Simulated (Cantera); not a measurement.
Charge: 1 mol Si, 0.14 mol H2O, 29 mol H2, at 0.133 bar.

Equilibrium computed with Cantera from the NASA thermochemical tables; the gas is ideal and each condensed phase is pure. Candidate condensed phases: H2O, Si, SiO2; 18 gas species. Mutual solubility and eutectic melting of coexisting phases are not modelled. The tables hold silica as quartz up to 1696 K and as liquid above; real silica turns to tridymite and cristobalite and melts near 1996 K. Gases not in the tables: Si2H6 and higher silanes. Equilibrium is a limit: real reactors are often held back by kinetics, nucleation or transport.

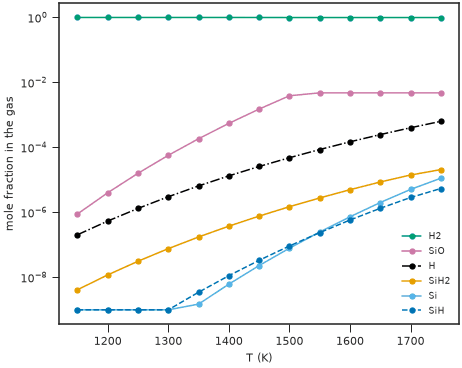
Figure: Equilibrium gas composition (values under 1e-9 drawn at 1e-9)

From 1150 K to 1500 K the condensed part is Si(s) + SiO2(β-quartz). From 1550 K to 1650 K the condensed part is Si(s). From 1700 K to 1750 K the condensed part is Si(l). The main Si-bearing gas is SiO throughout.
